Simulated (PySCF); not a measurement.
```yaml
atoms:
  - { symbol: O, position_ang: [-1.4133, 0.0586, -0.0011] }
  - { symbol: B, position_ang: [-0.2087, 0.0681, -0.0130] }
  - { symbol: Br, position_ang: [1.6286, 0.0814, -0.0309] }
```

Geometry: PBE0-D3(BJ)/def2-SVP.

The calculation used B3LYP/def2-SVPD, SCF density, gas phase in PySCF 2.14.0.

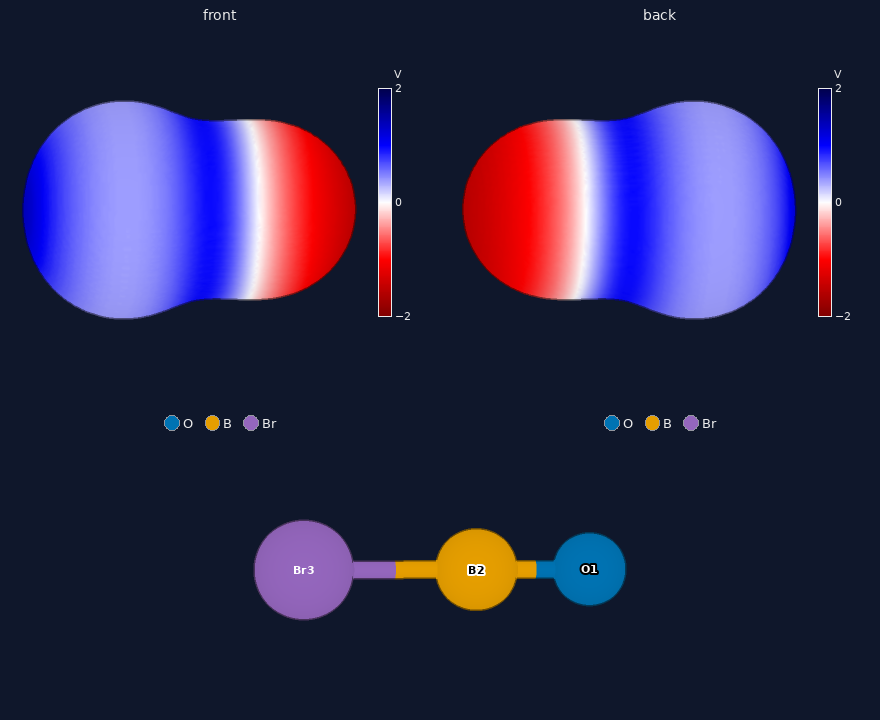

BBrO (SMILES O=BBr). The electrostatic potential painted on the density surface at 0.001 e/bohr³, seen from the front and from behind; red is negative and blue positive. The bare structure is drawn below in the same view.

**Describe the electrostatic potential map.**

The most negative region (about −1.5 V) lies over O1, the most positive (about +1.3 V) over Br3. Br3 shows a σ-hole: about +1.3 V at the tip opposite its bond, against about +0.4 V on its flanks. O1 is the likeliest acceptor of a hydrogen bond.

**What dipole moment does the calculation give?**

Its dipole moment is 3.05 D.
